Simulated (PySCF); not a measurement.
**MoNH2SClO (SMILES [NH2][Mo](=[O])(=[S])[Cl]): PBE0/def2-SVP (core potential)**

Aim: the vertical ionisation energy of MoNH2SClO at PBE0/def2-SVP (core potential), from 2 runs. The job is set up through a Python script.

Program for the calculation: PySCF 2.14.0.

2 further runs of the same task are left out: 2 that didn't finish.

### Step 1. The structure to begin with

The species is MoNH2SClO (7 atoms), meant as a singlet with charge 0. As SMILES, `[NH2][Mo](=[O])(=[S])[Cl]`. The shape is that of a PBE0-D4/def2-TZVP optimisation. This is one conformer, not always the lowest.

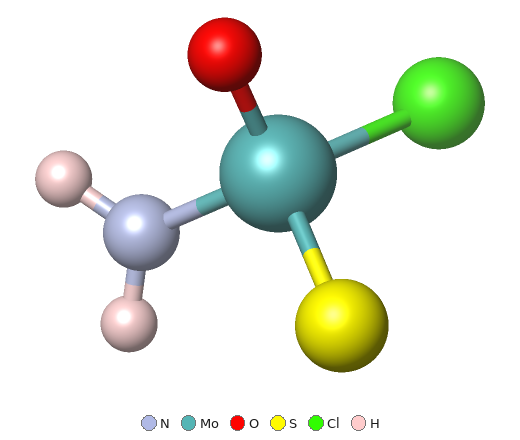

Viewed from a chosen angle; nitrogen light blue, molybdenum teal, oxygen red, sulfur yellow, chlorine green, hydrogen pink.

### Step 2. A single-point energy at PBE0/def2-SVP (core potential)

calc.py

```python
from pyscf import gto, dft

mol = gto.Mole()
mol.atom = '''
N   -0.726200   0.693000   0.651800
Mo   0.482700  -0.414900  -0.319200
O    1.677900  -0.920100   0.726300
S   -0.593600  -2.059200  -1.079200
Cl   1.408100   0.744800  -2.023300
H   -1.719100   0.749200   0.476900
H   -0.468700   1.139200   1.521100
'''
mol.ecp = {'Mo': 'def2-svp'}
mol.charge = 0
mol.max_memory = 1860
mol.basis = 'def2-svp'
mol.verbose = 4
mol.spin = 0
mol.build()

mf = dft.RKS(mol)
mf.xc = 'pbe0'
mf.grids.level = 4
mf.conv_tol = 1e-10
mf.kernel()
if not mf.converged:
    mf = mf.newton().run(mf.mo_coeff, mf.mo_occ)

energy = mf.e_tot
print(f'total energy: {energy:.8f} hartree')
```

Run with:

```sh
$ OMP_NUM_THREADS=1 python calc.py
```

Standard output:

```text
PySCF version 2.14.0

[INPUT] num. atoms = 7
[INPUT] num. electrons = 64
[INPUT] charge = 0
[INPUT] spin (= nelec alpha-beta = 2S) = 0
[INPUT] symmetry False subgroup None
[INPUT] Mole.unit = angstrom
[INPUT] Symbol           X                Y                Z      unit          X                Y                Z       unit  Magmom
[INPUT]  1 N     -0.726200000000   0.693000000000   0.651800000000 AA   -1.372319111659   1.309580204324   1.231723487992 Bohr   0.0
[INPUT]  2 Mo     0.482700000000  -0.414900000000  -0.319200000000 AA    0.912170800328  -0.784047369082  -0.603200578961 Bohr   0.0
[INPUT]  3 O      1.677900000000  -0.920100000000   0.726300000000 AA    3.170771464408  -1.738737007212   1.372508084272 Bohr   0.0
[INPUT]  4 S     -0.593600000000  -2.059200000000  -1.079200000000 AA   -1.121741427542  -3.891324035704  -2.039392433631 Bohr   0.0
[INPUT]  5 Cl     1.408100000000   0.744800000000  -2.023300000000 AA    2.660923356000   1.407468017576  -3.823482867832 Bohr   0.0
[INPUT]  6 H     -1.719100000000   0.749200000000   0.476900000000 AA   -3.248628180740   1.415782812524   0.901210388805 Bohr   0.0
[INPUT]  7 H     -0.468700000000   1.139200000000   1.521100000000 AA   -0.885714634584   2.152776001105   2.874462408076 Bohr   0.0

nuclear repulsion = 330.811154278336
number of shells = 45
number of NR pGTOs = 191
number of NR cGTOs = 105
basis = def2-svp
ecp = {'Mo': 'def2-svp'}

******** <class 'pyscf.dft.rks.RKS'> ********
method = RKS
initial guess = minao
damping factor = 0
level_shift factor = 0
DIIS = <class 'pyscf.scf.diis.CDIIS'>
diis_start_cycle = 1
diis_space = 8
diis_damp = 0
SCF conv_tol = 1e-10
SCF conv_tol_grad = None
SCF max_cycles = 50
direct_scf = True
direct_scf_tol = 1e-13
XC library pyscf.dft.libxc version 7.0.0
    S. Lehtola, C. Steigemann, M. J.T. Oliveira, and M. A.L. Marques.,  SoftwareX 7, 1–5 (2018)
XC functionals = pbe0
radial grids:
    Treutler-Ahlrichs [JCP 102, 346 (1995); DOI:10.1063/1.469408] (M4) radial grids

becke partition: Becke, JCP 88, 2547 (1988); DOI:10.1063/1.454033
pruning grids: <function nwchem_prune>
grids dens level: 4
symmetrized grids: False
atomic radii adjust function: <function treutler_atomic_radii_adjust>
small_rho_cutoff = 0
Set gradient conv threshold to 1e-05
Initial guess from minao.
tot grids = 177288
init E= -1049.51680308451
  HOMO = -0.512401043926936  LUMO = -0.366999601001401  gap/eV = 3.95657
cycle= 1 E= -1056.89094802043  delta_E= -7.37  |g|= 1.04  |ddm|= 3.68
  HOMO = -0.186355540320706  LUMO = -0.111889369849268  gap/eV = 2.02633
cycle= 2 E= -1053.75434167955  delta_E= 3.14  |g|= 3.77  |ddm|= 3.03
  HOMO = -0.238086464399081  LUMO = -0.0583881256038166  gap/eV = 4.88984
cycle= 3 E= -1057.07475536661  delta_E= -3.32  |g|= 0.444  |ddm|= 2.62
  HOMO = -0.28839525401591  LUMO = -0.128497546649914  gap/eV = 4.35104
cycle= 4 E= -1057.09303301921  delta_E= -0.0183  |g|= 0.323  |ddm|= 0.674
  HOMO = -0.301132225968225  LUMO = -0.112541216141555  gap/eV = 5.13182
cycle= 5 E= -1057.10874620679  delta_E= -0.0157  |g|= 0.214  |ddm|= 0.511
  HOMO = -0.289347365685681  LUMO = -0.113611167474973  gap/eV = 4.78203
cycle= 6 E= -1057.12151782184  delta_E= -0.0128  |g|= 0.0515  |ddm|= 0.23
  HOMO = -0.287444455649332  LUMO = -0.110759919035537  gap/eV = 4.80783
cycle= 7 E= -1057.12214335907  delta_E= -0.000626  |g|= 0.0129  |ddm|= 0.0518
  HOMO = -0.288131906090921  LUMO = -0.111155367408008  gap/eV = 4.81578
cycle= 8 E= -1057.12217733164  delta_E= -3.4e-05  |g|= 0.00446  |ddm|= 0.0131
  HOMO = -0.287801179636207  LUMO = -0.110883670313882  gap/eV = 4.81417
cycle= 9 E= -1057.12218248805  delta_E= -5.16e-06  |g|= 0.00134  |ddm|= 0.00614
  HOMO = -0.287988187344089  LUMO = -0.110999000684366  gap/eV = 4.81612
cycle= 10 E= -1057.12218291717  delta_E= -4.29e-07  |g|= 0.000501  |ddm|= 0.00207
  HOMO = -0.287942158644479  LUMO = -0.110978376301402  gap/eV = 4.81543
cycle= 11 E= -1057.12218299741  delta_E= -8.02e-08  |g|= 4.23e-05  |ddm|= 0.000639
  HOMO = -0.28794007794894  LUMO = -0.110979838264777  gap/eV = 4.81533
cycle= 12 E= -1057.12218299812  delta_E= -7.1e-10  |g|= 1.2e-05  |ddm|= 6.67e-05
  HOMO = -0.287940381180194  LUMO = -0.110980441927111  gap/eV = 4.81533
cycle= 13 E= -1057.12218299819  delta_E= -6.96e-11  |g|= 4.86e-06  |ddm|= 2.71e-05
  HOMO = -0.287940449225982  LUMO = -0.110979629176321  gap/eV = 4.81535
Extra cycle  E= -1057.12218299815  delta_E= 3.32e-11  |g|= 1.32e-05  |ddm|= 1.59e-05
converged SCF energy = -1057.12218299815
total energy: -1057.12218300 hartree
```

It took 20 s on 1 thread of Arm Neoverse V2, shared host; peak memory 0.55 GiB.

### Step 3. The doublet cation

input.py

```python
from pyscf import gto, dft

mol = gto.M(
    atom='''
N   -0.726200   0.693000   0.651800
Mo   0.482700  -0.414900  -0.319200
O    1.677900  -0.920100   0.726300
S   -0.593600  -2.059200  -1.079200
Cl   1.408100   0.744800  -2.023300
H   -1.719100   0.749200   0.476900
H   -0.468700   1.139200   1.521100
''',
    basis='def2-svp',
    spin=1,
    verbose=4,
    max_memory=1860,
    ecp={'Mo': 'def2-svp'},
    charge=1,
)

calc0 = dft.UKS(mol)
calc0.xc = 'pbe0'
calc0.grids.level = 4
calc0.conv_tol = 1e-10
calc0.kernel()
if not calc0.converged:
    calc0 = calc0.newton().run(calc0.mo_coeff, calc0.mo_occ)

energy = calc0.e_tot
print('E = %.10f Eh' % energy)
```

Run with:

```sh
$ OMP_NUM_THREADS=1 python input.py
```

Standard output:

```text
PySCF version 2.14.0

[INPUT] num. atoms = 7
[INPUT] num. electrons = 63
[INPUT] charge = 1
[INPUT] spin (= nelec alpha-beta = 2S) = 1
[INPUT] symmetry False subgroup None
[INPUT] Mole.unit = angstrom
[INPUT] Symbol           X                Y                Z      unit          X                Y                Z       unit  Magmom
[INPUT]  1 N     -0.726200000000   0.693000000000   0.651800000000 AA   -1.372319111659   1.309580204324   1.231723487992 Bohr   0.0
[INPUT]  2 Mo     0.482700000000  -0.414900000000  -0.319200000000 AA    0.912170800328  -0.784047369082  -0.603200578961 Bohr   0.0
[INPUT]  3 O      1.677900000000  -0.920100000000   0.726300000000 AA    3.170771464408  -1.738737007212   1.372508084272 Bohr   0.0
[INPUT]  4 S     -0.593600000000  -2.059200000000  -1.079200000000 AA   -1.121741427542  -3.891324035704  -2.039392433631 Bohr   0.0
[INPUT]  5 Cl     1.408100000000   0.744800000000  -2.023300000000 AA    2.660923356000   1.407468017576  -3.823482867832 Bohr   0.0
[INPUT]  6 H     -1.719100000000   0.749200000000   0.476900000000 AA   -3.248628180740   1.415782812524   0.901210388805 Bohr   0.0
[INPUT]  7 H     -0.468700000000   1.139200000000   1.521100000000 AA   -0.885714634584   2.152776001105   2.874462408076 Bohr   0.0

[... 40 lines left out ...]
WARN: HOMO -0.512401043926937 >= LUMO -0.512401043926934
[... 114 lines left out ...]
converged SCF energy = -1056.76107442605  <S^2> = 0.76914631  2S+1 = 2.0190555
E = -1056.7610744261 Eh
```

Wall time 70 s (1 thread of Arm Neoverse V2, shared host); peak memory 0.56 GiB.

### Step 4. What came out

Level: PBE0/def2-SVP (core potential).

```
                                          quantity           value
                   singlet MoNH2SClO: total energy  -1057.12218 Eh
                  singlet MoNH2SClO: dipole moment          3.89 D
                    singlet MoNH2SClO: HOMO energy        -7.84 eV
                    singlet MoNH2SClO: LUMO energy        -3.02 eV
                  singlet MoNH2SClO: HOMO–LUMO gap         4.82 eV
                      doublet cation: total energy  -1056.76107 Eh
doublet cation: HOMO energy (highest over α and β)       -13.86 eV
 doublet cation: LUMO energy (lowest over α and β)       -11.77 eV
                              doublet cation: ⟨S²⟩           0.769
vertical ionisation energy (to the doublet cation)        9.826 eV
```

Removing an electron at fixed nuclei costs 9.83 eV (227 kcal/mol). The negative HOMO energy of the first species, 7.84 eV, lies 1.99 eV below that difference.
